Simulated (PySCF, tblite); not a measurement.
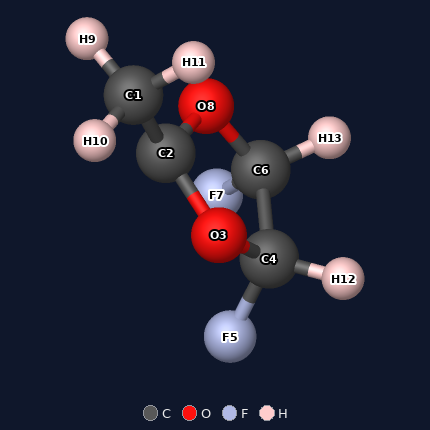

First-order isotropic EPR spectrum (fast tumbling, first derivative) of C₄H₅F₂O₂, SMILES C[C]1O[C@@H](F)[C@@H](F)O1, doublet at 9.30 GHz, Lorentzian lines of 0.10 mT full width at half height, from computed g and hyperfine couplings (B3LYP/pcH-1 in PySCF, at a GFN2-xTB geometry (a minimum by its frequencies), gas phase); values of one conformer, averaged over methyl-type rotors alone; other conformers aren't averaged in; no vibrational averaging; dilute isotopes left out. The SMILES is one Lewis form and needn't show where the spin sits.

Give g and the hyperfine couplings.

Answer. g_iso = 2.0030, which centres the spectrum at 331.7 mT; it spans 8.4 mT.

```csv
nuclei,isotope,a (mT),a (MHz)
"H9, H10, H11",¹H,1.71,47.9
F7,¹⁹F,1.44,40.3
F5,¹⁹F,1.42,39.7
H13,¹H,0.24,6.6
H12,¹H,0.23,6.4
```

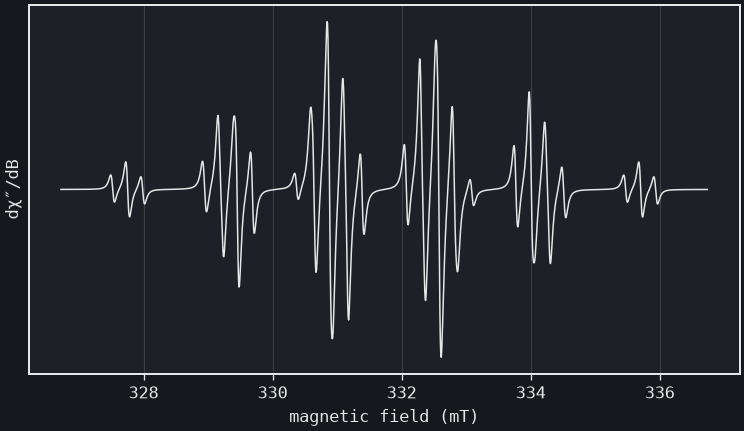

Caveats: the tight-binding geometry is rougher than a DFT one and adds to the error.
